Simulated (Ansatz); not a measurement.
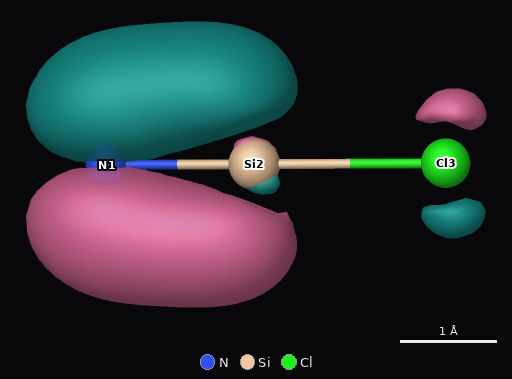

The picture shows: ClNSi. The HOMO at ±0.15 Å⁻³ᐟ² (teal and pink are the two phases), seen from one side.

Theory: RKS PBE0/def2-SVP (Ansatz).

Input

```
crystal:
  periodic: [false, false, false]
  atoms:
    - { symbol: "N", position_ang: [1.17273, 0.9606, 0.74944] }
    - { symbol: Si, position_ang: [0.09407, 0.07676, 0.06009] }
    - { symbol: Cl, position_ang: [-1.2668, -1.03736, -0.80953] }
basis:
  gaussian: { orbitals: def2-SVP }
hamiltonian:
  xc: pbe0
relax:
  f_tol: 0.02
  max_steps: 40
output:
  orbitals: {}
```

Command:

```sh
ansatz run input.yaml --threads 1 --pin off --max-ram 2048MiB --backend cpu --events-out ev --progress --plain --runs-dir out
```

The fields are those of the relaxed geometry.

Question: Where does this orbital lie, and at what energy?

Answer: By Hirshfeld shares it lies mainly on N1 (about 60 %) and Si2 (about 35 %); it vanishes on the molecular axis (π type); π-bonding across N1–Si2. It is one of a degenerate set, so its orientation is arbitrary. Its energy is −7.77 eV.
